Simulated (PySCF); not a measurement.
Bond curves of AlGe, quartet (excess alpha electrons: σ +1, πx +1, πy +1), 6-311G(d,p) (non-relativistic), PySCF: energy from the separated fragments (atoms in their ground configurations, no counterpoise). One reference determinant with the occupation held, the lowest that a PBE0 search over spins and occupations found; no spin-orbit coupling. Splines pass through the computed points, which are marked. References: UKS for PBE0, r2SCAN and r2SCANh; UHF for HF, CCSD and CCSD(T).

Methods: CCSD(T), r2SCANh, HF, PBE0, CCSD and r2SCAN.

Q: Which curve follows CCSD(T) best, and which worst?

A: Best CCSD, worst HF; largest departures, offsets in depth included: CCSD 0.12, PBE0 0.28, r2SCANh 0.41, r2SCAN 0.46, HF 0.76 eV, over the shared points. CCSD(T) is in the same finite basis, not at its limit.

Q: What values does the calculation give?

A: In eV:
| bond length (Å) | CCSD(T) | r2SCANh | HF | PBE0 | CCSD | r2SCAN |
| --- | --- | --- | --- | --- | --- | --- |
| 2.23 | −1.91 | −2.32 | −1.15 | −2.19 | −1.79 | −2.37 |
| 2.33 | −2.12 | −2.50 | −1.39 | −2.38 | −2.00 | −2.56 |
| 2.40 | −2.20 | −2.56 | −1.49 | −2.45 | −2.08 | −2.62 |
| 2.48 | −2.22 | −2.57 | −1.54 | −2.47 | −2.11 | −2.63 |
| 2.55 | −2.21 | −2.55 | −1.55 | −2.45 | −2.10 | −2.61 |
| 2.65 | −2.15 | −2.48 | −1.52 | −2.38 | −2.04 | −2.54 |
| 2.77 | −2.02 | −2.34 | −1.43 | −2.25 | −1.92 | −2.41 |
| 2.92 | −1.83 | −2.15 | −1.29 | −2.06 | −1.74 | −2.21 |

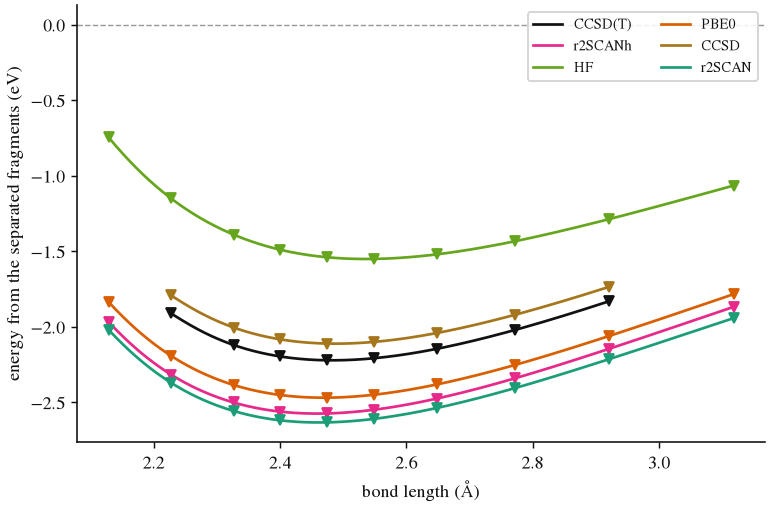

Caveats, for all or some of the runs: lowest determinant of a PBE0 search, another state may lie lower; no scalar relativity; spin-orbit coupling is left out; it can lower the fragment Ge more than the molecule, and De with it.
